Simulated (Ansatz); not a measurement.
# CH₃BrOSi: one species, many methods

Aim: compute CH₃BrOSi with functionals from several rungs and with coupled cluster. The yardstick is the atomisation energy at the CCSD(T) limit.

Computed with Ansatz 0.2.0, Gaussian basis. Level: functionals in def2-TZVPP, the program's frozen cores in correlated methods.

Plan: LDA (SPW92), PBE-D4, revPBE-D4, BLYP-D4, r2SCAN-D4, B97M-V, PBE0-D4, B3LYP-D4, r2SCANh-D4, r2SCAN0-D4, HSE06-D4, BHLYP-D4, CAM-B3LYP-D4, LC-ωPBE, ωB97X-V, ωB97M-V, B2PLYP, PBE-QIDH; CCSD(T)/def2-SVP; CCSD(T)/def2-TZVPP; MP2/def2-QZVPP; extrapolation to the limit; RPA on PBE.

**1. The geometry**

The geometry comes from an earlier relaxation with PBE0-D4 in a triple-zeta def2 set; it is a stationary point, not always the lowest conformer.

7 atoms, charge 0, spin multiplicity 1.

Atoms are counted from 1 here; the program's logs count them from 0.

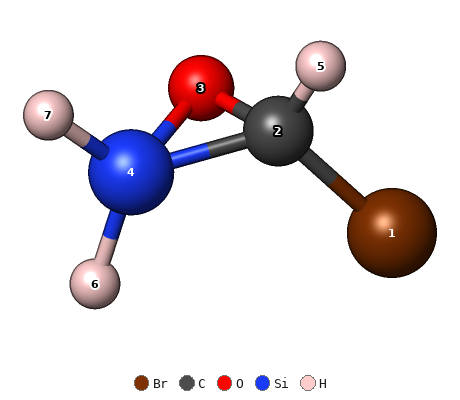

The geometry (bromine brown, carbon dark grey, oxygen red, silicon blue, hydrogen pink); atoms are numbered from 1 in the order of the file.

**2. LDA**

This LDA is Slater exchange with PW92 correlation.

File in.yaml:

```yaml
crystal:
  periodic: [false, false, false]
  atoms:
    - {symbol: Br, position_ang: [-0.945062, -1.738739, 1.400159]}
    - {symbol: C, position_ang: [0.349515, -0.653001, 0.459729]}
    - {symbol: O, position_ang: [0.255787, -0.717913, -0.964137]}
    - {symbol: Si, position_ang: [-0.151740, 0.825260, -0.448712]}
    - {symbol: H, position_ang: [1.334971, -0.882509, 0.851647]}
    - {symbol: H, position_ang: [-1.575593, 1.201083, -0.523553]}
    - {symbol: H, position_ang: [0.793422, 1.897919, -0.820733]}
basis:
  gaussian: {orbitals: def2-TZVPP}
hamiltonian: {xc: lda}
output: {orbitals: {seedname: orbitals}}
```

Command:

```bash
$ ansatz run in.yaml --threads 2 --pin off --events-out ev --progress --plain --max-ram 4352MiB
```

After this run come: PBE-D4 (GGA); revPBE-D4 (GGA); BLYP-D4 (GGA); r2SCAN-D4 (meta-GGA); B97M-V (meta-GGA); B3LYP-D4 (hybrid); r2SCANh-D4 (hybrid); r2SCAN0-D4 (hybrid); HSE06-D4 (hybrid); BHLYP-D4 (hybrid); CAM-B3LYP-D4 (range-separated); LC-ωPBE (range-separated); ωB97X-V (range-separated); ωB97M-V (range-separated); B2PLYP (double hybrid); PBE-QIDH (double hybrid); CCSD(T) in def2-SVP; CCSD(T) in def2-TZVPP; MP2 in def2-QZVPP; RPA on PBE orbitals.

Q: Predict the results of all the runs planned. Wanted: atomisation energy, CCSD(T)/CBS; farthest beyond LDA; mean size of error, GGA; mean size of error, meta-GGA; mean size of error, hybrid; mean size of error, range-separated; mean size of error, double hybrid; gap, smallest and largest; T1 diagnostic.

As calculated:

```
                               quantity                                                                                                 value
        atomisation energy, CCSD(T)/CBS                                                                                        556.9 kcal/mol
functionals within 5.6 kcal/mol (1.0 %)  revPBE-D4, BLYP-D4, r2SCAN-D4, B97M-V, PBE0-D4, r2SCANh-D4, HSE06-D4, CAM-B3LYP-D4, ωB97X-V, ωB97M-V
                    farthest beyond LDA                                                                             BHLYP-D4 (-28.3 kcal/mol)
                mean size of error, GGA                                                                                          6.3 kcal/mol
           mean size of error, meta-GGA                                                                                          1.6 kcal/mol
             mean size of error, hybrid                                                                                          8.8 kcal/mol
    mean size of error, range-separated                                                                                          3.0 kcal/mol
      mean size of error, double hybrid                                                                                          8.5 kcal/mol
              gap, smallest and largest                                                             4.18 eV (LDA (SPW92)), 11.11 eV (LC-ωPBE)
                          T1 diagnostic                                                                                                0.0124
triples share of the correlation energy                                                                                                 4.0 %
```

**Reading.** The LDA atomisation energy is off by 94.9 kcal/mol (17 %): it overbinds. PBE-D4 misses by +13.9 kcal/mol. Double hybrids carry the basis error of their MP2 part in triple zeta, and no dispersion term here, so their miss is partly the set-up's. The rungs meta-GGA, range-separated miss on average by less than the doubt on the reference (5.6 kcal/mol), so they tie. Misses under about 5.6 kcal/mol are within the doubt on the reference itself, which lacks core-valence correlation, relativity and higher excitations, and its outer-core shells are covered unevenly. All levels share the lack of spin-orbit coupling, which lowers the free heavy atoms and so the true binding. Hartree-Fock recovers 67 % of the binding; the rest is correlation. CCSD(T) in def2-SVP is off by -47.4 kcal/mol, which most functionals beat. The gap grows from 4.2 to 11.1 eV across the functionals, mostly with the share of exact exchange. Correlated methods include outer-core shells of Br, which these sets cover unevenly.
